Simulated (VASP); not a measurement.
Band structure of TlBr (CsCl type). All values below come from PBE GGA, VASP's PBE PAW potentials (set 64) (plane waves; VASP).

Unless said otherwise, spin-orbit coupling is left out, though it shifts the bands of the heavy elements here.

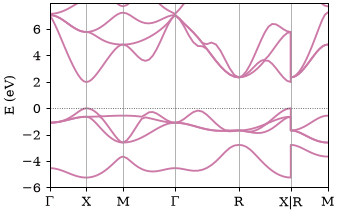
Bands along high-symmetry lines, zero at the valence-band maximum or, without a gap, the Fermi level

**Question.** Read the plot: is there a gap, and where are the band edges?

**Answer.** The gap is direct, 1.99 eV, from the valence maximum at X to the conduction minimum at X. (Edges off the drawn lines would not show.)

The compound is TlBr in the CsCl type structure. It was relaxed first.
